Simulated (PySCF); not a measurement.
# P2H2 (phosphanylidenephosphane): PBE0/STO-3G

Aim: the vertical ionisation energy of P2H2 (phosphanylidenephosphane) at PBE0/STO-3G, from 2 runs. The job is set up through a Python script.

The calculation is run with PySCF 2.14.0.

8 further runs of the same task are left out: 8 set aside as unsound or not needed.

## 1. The structure to begin with

P2H2: 4 atoms, total charge 0, spin state singlet. SMILES: `[H]/P=P/[H]`. Geometry: relaxed at GFN2-xTB.

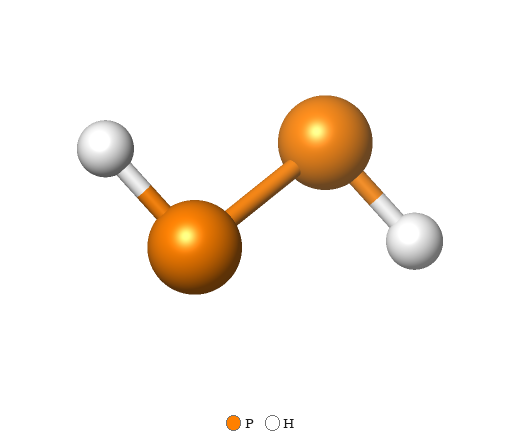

The structure, seen from a chosen angle (phosphorus orange, hydrogen white).

## 2. The energy at PBE0/STO-3G

Input file job.py:

```python
from pyscf import gto, dft

molecule = gto.M(
    atom='''
P     -0.046053    -1.896586     0.166957
P      0.046147     1.896416    -0.166787
H      1.960137    -2.017415     1.896000
H     -1.960232     2.017585    -1.896170
''',
    basis='sto-3g',
    verbose=3,
    unit='bohr',
    charge=0,
    max_memory=1860,
    spin=0,
)

myscf = dft.RKS(molecule, xc='pbe0')
myscf.grids.level = 5
myscf.conv_tol = 1e-10
myscf.kernel()
if not myscf.converged:
    myscf = myscf.newton().run(myscf.mo_coeff, myscf.mo_occ)

e_final = myscf.e_tot
print('Final energy', e_final)
```

On the command line:

```sh
$ OMP_NUM_THREADS=1 python job.py
```

Output:

```text
converged SCF energy = -675.875668443374
Final energy -675.8756684433738
```

It took 1.1 s on 1 thread of AMD EPYC 9R45 (Zen 5), shared host; peak memory 0.2 GiB.

## 3. The doublet cation at the same level

Input file calc.py:

```python
from pyscf import gto, dft

mol = gto.Mole()
mol.atom = 'P -0.024370 -1.003630 0.088350; P 0.024420 1.003540 -0.088260; H 1.037260 -1.067570 1.003320; H -1.037310 1.067660 -1.003410'
mol.basis = 'sto-3g'
mol.max_memory = 1860
mol.spin = 1
mol.verbose = 4
mol.charge = 1
mol.build()

mf = dft.UKS(mol)
mf.xc = 'pbe0'
mf.conv_tol = 1e-10
mf.grids.level = 5
mf.kernel()
if not mf.converged:
    mf = mf.newton().run(mf.mo_coeff, mf.mo_occ)

etot = mf.e_tot
print(f'total energy: {etot:.8f} hartree')
```

On the command line:

```sh
$ OMP_NUM_THREADS=1 python calc.py
```

Output:

```text
PySCF version 2.14.0

[INPUT] num. atoms = 4
[INPUT] num. electrons = 31
[INPUT] charge = 1
[INPUT] spin (= nelec alpha-beta = 2S) = 1
[INPUT] symmetry False subgroup None
[INPUT] Mole.unit = angstrom
[INPUT] Symbol           X                Y                Z      unit          X                Y                Z       unit  Magmom
[INPUT]  1 P     -0.024370000000  -1.003630000000   0.088350000000 AA   -0.046052625656  -1.896585830397   0.166957303105 Bohr   0.0
[INPUT]  2 P      0.024420000000   1.003540000000  -0.088260000000 AA    0.046147111962   1.896415755046  -0.166787227754 Bohr   0.0
[INPUT]  3 H      1.037260000000  -1.067570000000   1.003320000000 AA    1.960137319966  -2.017414918802   1.896000015299 Bohr   0.0
[INPUT]  4 H     -1.037310000000   1.067660000000  -1.003410000000 AA   -1.960231806273   2.017584994153  -1.896170090650 Bohr   0.0

nuclear repulsion = 76.759456531844
number of shells = 12
number of NR pGTOs = 60
number of NR cGTOs = 20
basis = sto-3g
ecp = {}

******** <class 'pyscf.dft.uks.UKS'> ********
method = UKS
initial guess = minao
damping factor = 0
level_shift factor = 0
DIIS = <class 'pyscf.scf.diis.CDIIS'>
diis_start_cycle = 1
diis_space = 8
diis_damp = 0
SCF conv_tol = 1e-10
SCF conv_tol_grad = None
SCF max_cycles = 50
direct_scf = True
direct_scf_tol = 1e-13
number electrons alpha = 16  beta = 15
XC library pyscf.dft.libxc version 7.0.0
    S. Lehtola, C. Steigemann, M. J.T. Oliveira, and M. A.L. Marques.,  SoftwareX 7, 1–5 (2018)
XC functionals = pbe0
radial grids:
    Treutler-Ahlrichs [JCP 102, 346 (1995); DOI:10.1063/1.469408] (M4) radial grids

becke partition: Becke, JCP 88, 2547 (1988); DOI:10.1063/1.454033
pruning grids: <function nwchem_prune>
grids dens level: 5
symmetrized grids: False
atomic radii adjust function: <function treutler_atomic_radii_adjust>
small_rho_cutoff = 0
Set gradient conv threshold to 1e-05
tot grids = 134256
init E= -675.562838819966
[... the frontier-level lines of each cycle are left out ...]

cycle= 1 E= -675.597378138739  delta_E= -0.0345  |g|= 0.0968  |ddm|=  1.9
cycle= 2 E= -675.606095616562  delta_E= -0.00872  |g|= 0.0307  |ddm|= 0.317
cycle= 3 E= -675.60703526624  delta_E= -0.00094  |g|= 0.00445  |ddm|= 0.0821
cycle= 4 E= -675.607057105358  delta_E= -2.18e-05  |g|= 0.000638  |ddm|= 0.0105
cycle= 5 E= -675.607058145963  delta_E= -1.04e-06  |g|= 0.000184  |ddm|= 0.00294
cycle= 6 E= -675.607058428893  delta_E= -2.83e-07  |g|= 0.000136  |ddm|= 0.00229
cycle= 7 E= -675.607058558868  delta_E= -1.3e-07  |g|= 0.000132  |ddm|= 0.000961
cycle= 8 E= -675.607058308959  delta_E= 2.5e-07  |g|= 9.87e-05  |ddm|= 0.00206
cycle= 9 E= -675.607058033138  delta_E= 2.76e-07  |g|= 2.85e-06  |ddm|= 0.00537
cycle= 10 E= -675.607058033095  delta_E= 4.33e-11  |g|= 3.38e-07  |ddm|= 7.87e-05
Extra cycle  E= -675.607058033093  delta_E= 1.36e-12  |g|= 2.15e-07  |ddm|= 1.57e-06
converged SCF energy = -675.607058033093  <S^2> = 0.75079387  2S+1 = 2.0007937
total energy: -675.60705803 hartree
```

Run time: 2.2 s. Hardware: 1 thread of AMD EPYC 9R45 (Zen 5), shared host; peak memory 0.21 GiB.

## 4. Results

At PBE0/STO-3G:

| quantity | value |
| --- | --- |
| singlet P2H2: total energy | -675.87567 Eh |
| singlet P2H2: dipole moment | 0.00 D |
| singlet P2H2: HOMO energy | -3.78 eV |
| singlet P2H2: LUMO energy | 1.32 eV |
| singlet P2H2: HOMO–LUMO gap | 5.10 eV |
| doublet cation: total energy | -675.60706 Eh |
| doublet cation: HOMO energy (highest over α and β) | -11.96 eV |
| doublet cation: LUMO energy (lowest over α and β) | -10.35 eV |
| doublet cation: ⟨S²⟩ | 0.751 |
| vertical ionisation energy (to the doublet cation) | 7.309 eV |

In words: Removing an electron at fixed nuclei costs 7.31 eV (169 kcal/mol). −ε(HOMO) before ionisation, 3.78 eV, is 3.53 eV below this ionisation energy. In a minimal basis such a difference can be off by several eV, whatever the method. Mulliken charges (doublet cation) run from +0.02 on H3 to +0.48 on P1.
